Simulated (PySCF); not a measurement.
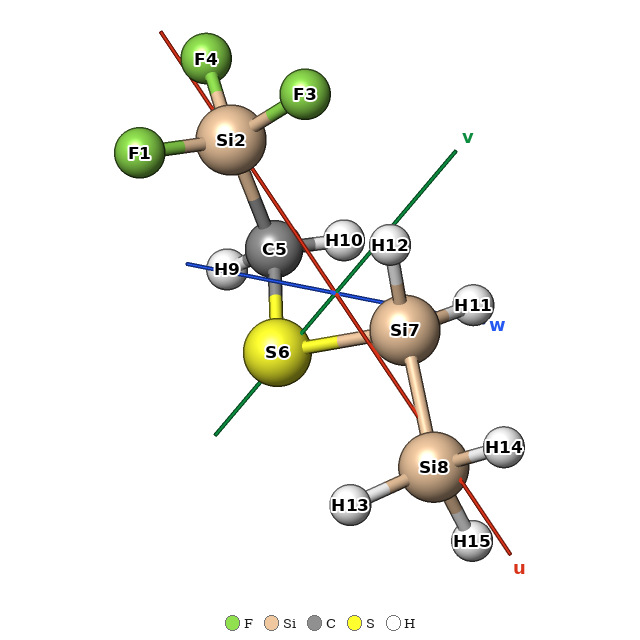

The lines u, v and w are the principal axes of the static dipole polarisability. The computed structure is the end point of a GFN2-xTB optimisation. No frequency run is at hand to confirm it as a minimum. Computed with CAM-B3LYP/def2-SVPD (PySCF 2.14.0).

> Along which axis is the molecule most polarisable, and along which least?

Most along u (close to the long direction F4···Si8), least along w.

> Give the three principal values.

u 142.9, v 99.8, w 92.1 bohr³; mean 111.6, anisotropy 47.4 bohr³.

The geometry is semi-empirical. Around Si such bond lengths and angles can be off by a tenth of an ångström or more and by several degrees, and values that hang on the shape move with them.
